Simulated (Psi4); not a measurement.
# C3HF3 (3,3,3-trifluoroprop-1-yne): BHLYP/cc-pVDZ

What is the energy change on altering one bond length of C3HF3 (3,3,3-trifluoroprop-1-yne) at BHLYP/cc-pVDZ? 

Program for the calculation: Psi4 1.11.

## (1) Starting point

The species is C3HF3 (7 atoms), meant as a singlet with charge 0. SMILES: `C#CC(F)(F)F`. Geometry: relaxed at PBE0-D4/def2-TZVP.

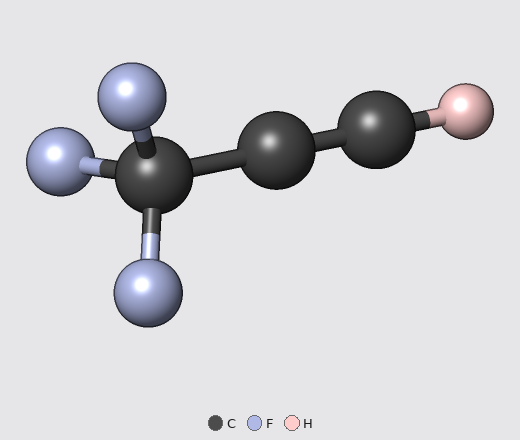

The structure, seen from a chosen angle (carbon dark grey, fluorine light blue, hydrogen pink).

## (2) Energy and gradient at BHLYP/cc-pVDZ

File job.json:

```json
{
 "schema_name": "qcschema_input",
 "schema_version": 1,
 "molecule": {
  "schema_name": "qcschema_molecule",
  "schema_version": 2,
  "symbols": ["C", "C", "C", "F", "F", "F", "H"],
  "geometry": [2.34348716, -2.31361059, 0.10746872, 0.73672863, -0.72728, 0.03369382, -1.22732043, 1.21167349, -0.05629494, -3.45785866, 0.22174046, -0.69609952, -0.66833944, 2.99863631, -1.74712739, -1.50229447, 2.33628731, 2.1851848, 3.77561611, -3.72744699, 0.1731745],
  "molecular_charge": 0,
  "molecular_multiplicity": 1,
  "fix_symmetry": "c1"
 },
 "driver": "gradient",
 "model": {
  "method": "bhhlyp",
  "basis": "cc-pVDZ"
 },
 "keywords": {
  "puream": true,
  "e_convergence": 1e-09,
  "d_convergence": 1e-08,
  "scf_type": "pk",
  "dft_radial_points": 99,
  "dft_spherical_points": 590,
  "scf_properties": ["QUADRUPOLE", "LOWDIN_CHARGES", "WIBERG_LOWDIN_INDICES"]
 }
}
```

Command:

```
$ psi4 --qcschema job.json -n 1 --memory 2200MB
```

stdout:

```text
[...]
  Running in c1 symmetry.
[...]
  Nuclear repulsion =  231.021486260133770
[...]
  Multiplicity = 1
[...]
  Nalpha       = 23
  Nbeta        = 23
[...]
    Number of basis functions: 89
[...]
   @RKS iter   1:  -414.07514410362404   -4.95612e-01   6.38322e-03 ADIIS/DIIS
[...]
   @RKS iter  10:  -414.21330375061342   -1.80194e-11   6.07344e-09 DIIS
[...]
    Orbital Energies [Eh]
    ---------------------
    Doubly Occupied:
       1A    -25.361257     2A    -25.361254     3A    -25.361253
       4A    -10.882177     5A    -10.644786     6A    -10.635251
       7A     -1.496762     8A     -1.401077     9A     -1.401076
      10A     -0.930326    11A     -0.840399    12A     -0.736008
      13A     -0.699642    14A     -0.699642    15A     -0.636132
      16A     -0.573807    17A     -0.573806    18A     -0.532651
      19A     -0.532650    20A     -0.512202    21A     -0.510780
      22A     -0.379351    23A     -0.379350
[...]
  @RKS Final Energy:  -414.21330375061342
   => Energetics <=
    Nuclear Repulsion Energy =            231.0214862601337700
    One-Electron Energy =               -1030.4388038648255588
    Two-Electron Energy =                 410.0331248048668726
    DFT Exchange-Correlation Energy =     -24.8291109507884968
    Empirical Dispersion Energy =           0.0000000000000000
    VV10 Nonlocal Energy =                  0.0000000000000000
    Total Energy =                       -414.2133037506134201
[...]
 Multipole Moments:
 ------------------------------------------------------------------------------------
     Multipole            Electronic (a.u.)      Nuclear  (a.u.)        Total (a.u.)
 ------------------------------------------------------------------------------------
 L = 1.  Multiply by 2.5417464519 to convert [e a0] to [Debye]
 Dipole X            :         -3.1482531            3.8209523            0.6726991
 Dipole Y            :          3.1080848           -3.7721937           -0.6641088
 Dipole Z            :         -0.1443547            0.1752039            0.0308492
 Magnitude           :                                                    0.9457888
 L = 2.  Multiply by 1.3450342976 to convert [e a0^2] to [Debye ang]
 Quadrupole XX       :       -184.8212507          163.9570666          -20.8641841
 Quadrupole XY       :         84.6228167          -88.1313959           -3.5085793
[...]
  -Total Gradient:
     Atom            X                  Y                   Z
    ------   -----------------  -----------------  -----------------
       1        0.000002005050    -0.000004765966     0.000002040219
       2        0.001380349824    -0.001360956988     0.000062318937
       3        0.003609752086    -0.003562239519     0.000166400743
       4       -0.006120826753    -0.003387309891    -0.001863560665
       5        0.002124345699     0.004819966482    -0.004977929832
       6       -0.000345052711     0.002864167882     0.006642216152
       7       -0.000650094065     0.000642855532    -0.000030051224
[...]
```

The result, in JSON:

```text
{
 "driver": "gradient",
 "model": {
  "method": "bhhlyp",
  "basis": "cc-pVDZ"
 },
 "success": true,
 "return_result": [2.0050500101342905e-06, -4.765965830322294e-06, 2.040219448765611e-06, 0.0013803498240659295, -0.001360956988240375, 6.23189370478781e-05, 0.0036097520855284254, -0.003562239519171284, 0.0001664007425098554, -0.006120826752872621, -0.003387309890649212, -0.0018635606653164272, 0.0021243456989293724, 0.00481996648171254, -0.004977929832186145, -0.0003450527109828405, 0.0028641678820857525, 0.0066422161522261824, -0.0006500940652244547, 0.0006428555323790552, -3.0051224404339417e-05],
 "properties": {
  "calcinfo_nbasis": 89,
  "calcinfo_nmo": 89,
  "calcinfo_nalpha": 23,
  "calcinfo_nbeta": 23,
  "calcinfo_natom": 7,
  "nuclear_repulsion_energy": 231.02148626013377,
  "return_energy": -414.2133037506134,
  "return_gradient": [2.0050500101342905e-06, -4.765965830322294e-06, 2.040219448765611e-06, 0.0013803498240659295, -0.001360956988240375, 6.23189370478781e-05, 0.0036097520855284254, -0.003562239519171284, 0.0001664007425098554, -0.006120826752872621, -0.003387309890649212, -0.0018635606653164272, 0.0021243456989293724, 0.00481996648171254, -0.004977929832186145, -0.0003450527109828405, 0.0028641678820857525, 0.0066422161522261824, -0.0006500940652244547, 0.0006428555323790552, -3.0051224404339417e-05],
  "scf_one_electron_energy": -1030.4388038648256,
  "scf_two_electron_energy": 410.0331248048669,
  "scf_xc_energy": -24.829110950788497,
  "scf_dipole_moment": [0.672699148836942, -0.6641088428130044, 0.030849241911302144],
  "scf_total_energy": -414.2133037506134,
  "scf_total_gradient": [2.0050500101342905e-06, -4.765965830322294e-06, 2.040219448765611e-06, 0.0013803498240659295, -0.001360956988240375, 6.23189370478781e-05, 0.0036097520855284254, -0.003562239519171284, 0.0001664007425098554, -0.006120826752872621, -0.003387309890649212, -0.0018635606653164272, 0.0021243456989293724, 0.00481996648171254, -0.004977929832186145, -0.0003450527109828405, 0.0028641678820857525, 0.0066422161522261824, -0.0006500940652244547, 0.0006428555323790552, -3.0051224404339417e-05],
  "scf_iterations": 10
 }
}
```

It took 21 s on 1 thread of Intel Xeon Platinum 8488C (Sapphire Rapids), shared host; peak memory 1.2 GiB.

## (3) The distorted shape, same level

File c3hf3.xyz:

```xyz
7
C3HF3
C      1.283771    -1.402836    -0.298953
C      0.433511    -0.563386    -0.337993
C     -0.605819     0.462664    -0.385613
F     -1.786169    -0.061186    -0.724183
F     -0.310019     1.408284    -1.280363
F     -0.794980     1.236310     1.156350
H      2.041621    -2.151006    -0.264183
```

File job.py:

```python
import psi4

psi4.set_memory(2200000000)
psi4.set_num_threads(1)
psi4.set_output_file('output.dat', False)

with open('c3hf3.xyz') as f:
    atoms = ''.join(f.readlines()[2:])
geom = psi4.geometry('0 1\n' + atoms + 'symmetry c1')

psi4.set_options({
    'basis': 'cc-pVDZ',
    'puream': True,
    'e_convergence': 1e-09,
    'd_convergence': 1e-08,
    'scf_type': 'pk',
    'dft_radial_points': 99,
    'dft_spherical_points': 590,
})

E, wfn = psi4.gradient("bhhlyp", molecule=geom, return_wfn=True)
psi4.oeprop(wfn, "MAYER_INDICES", "LOWDIN_CHARGES", "WIBERG_LOWDIN_INDICES", title="BHHLYP")
print('gradient / Eh bohr^-1')
print(E.np.round(6))
print(f'energy = {wfn.energy():.10f} Eh')
```

Command:

```
$ python job.py
```

output.dat:

```text
[...]
  Running in c1 symmetry.
[...]
  Nuclear repulsion =  218.459156736790419
[...]
  Multiplicity = 1
[...]
  Nalpha       = 23
  Nbeta        = 23
[...]
    Number of basis functions: 89
[...]
   @RKS iter   1:  -413.97109408386422   -8.27858e-01   7.13648e-03 ADIIS/DIIS
[...]
   @RKS iter  13:  -414.14836280090350   -1.87583e-12   3.70970e-09 DIIS
[...]
    Orbital Energies [Eh]
    ---------------------
    Doubly Occupied:
       1A    -25.393028     2A    -25.393027     3A    -25.294458
       4A    -10.906459     5A    -10.663722     6A    -10.655277
       7A     -1.491532     8A     -1.423612     9A     -1.273145
      10A     -0.946092    11A     -0.852504    12A     -0.733514
      13A     -0.701288    14A     -0.660749    15A     -0.649285
      16A     -0.574791    17A     -0.563323    18A     -0.548571
      19A     -0.481965    20A     -0.465762    21A     -0.463396
      22A     -0.394859    23A     -0.392811
[...]
  @RKS Final Energy:  -414.14836280090350
   => Energetics <=
    Nuclear Repulsion Energy =            218.4591567367904190
    One-Electron Energy =               -1005.5577249370523987
    Two-Electron Energy =                 397.6976053336470613
    DFT Exchange-Correlation Energy =     -24.7473999342885946
    Empirical Dispersion Energy =           0.0000000000000000
    VV10 Nonlocal Energy =                  0.0000000000000000
    Total Energy =                       -414.1483628009034987
[...]
 Multipole Moments:
 ------------------------------------------------------------------------------------
     Multipole            Electronic (a.u.)      Nuclear  (a.u.)        Total (a.u.)
 ------------------------------------------------------------------------------------
 L = 1.  Multiply by 2.5417464519 to convert [e a0] to [Debye]
 Dipole X            :         -3.0164752            3.8454341            0.8289589
 Dipole Y            :          2.8294492           -3.8723206           -1.0428714
 Dipole Z            :         -0.5307571           -0.0243606           -0.5551177
 Magnitude           :                                                    1.4432288
[...]
  -Total Gradient:
     Atom            X                  Y                   Z
    ------   -----------------  -----------------  -----------------
       1       -0.000310182648     0.000237989497    -0.000185240407
       2        0.012262511981    -0.018363730012    -0.015976966301
       3        0.013950171865    -0.025562881189    -0.030514795301
       4       -0.021498797199    -0.018965577686    -0.022246721709
       5        0.008502494609     0.010901853369    -0.033550844703
       6       -0.012103568735     0.050746173839     0.101949659920
       7       -0.000810238619     0.001011958583     0.000520004766
[...]
```

On the terminal:

```text
gradient / Eh bohr^-1
[[-0.00031   0.000238 -0.000185]
 [ 0.012263 -0.018364 -0.015977]
 [ 0.01395  -0.025563 -0.030515]
 [-0.021499 -0.018966 -0.022247]
 [ 0.008502  0.010902 -0.033551]
 [-0.012104  0.050746  0.10195 ]
 [-0.00081   0.001012  0.00052 ]]
energy = -414.1483628009 Eh
```

Wall time 22 s (1 thread of Intel Xeon Platinum 8488C (Sapphire Rapids), shared host); peak memory 1.2 GiB.

## (4) Results

At BHLYP/cc-pVDZ:

```
                                                         quantity          value
                                        first shape: total energy  -414.21330 Eh
                                       first shape: dipole moment         2.40 D
                                         first shape: HOMO energy      -10.32 eV
                                         first shape: LUMO energy        1.25 eV
                                       first shape: HOMO–LUMO gap       11.58 eV
                            first shape: largest force on an atom     0.373 eV/Å
                                    distorted shape: total energy  -414.14836 Eh
                                   distorted shape: dipole moment         3.67 D
                                     distorted shape: HOMO energy      -10.69 eV
                                     distorted shape: LUMO energy       -0.73 eV
                                   distorted shape: HOMO–LUMO gap        9.96 eV
                        distorted shape: largest force on an atom     5.889 eV/Å
energy change with the C3–F6 bond stretched from 1.335 to 1.735 Å       1.767 eV
```

What this shows: With the C3–F6 bond stretched from 1.335 to 1.735 Å the energy rises by 1.77 eV (171 kJ/mol). The first shape isn't relaxed at this level, so the change isn't measured from a minimum. The largest force (first shape) is 0.37 eV/Å: the shape isn't a stationary point for this species at this level.
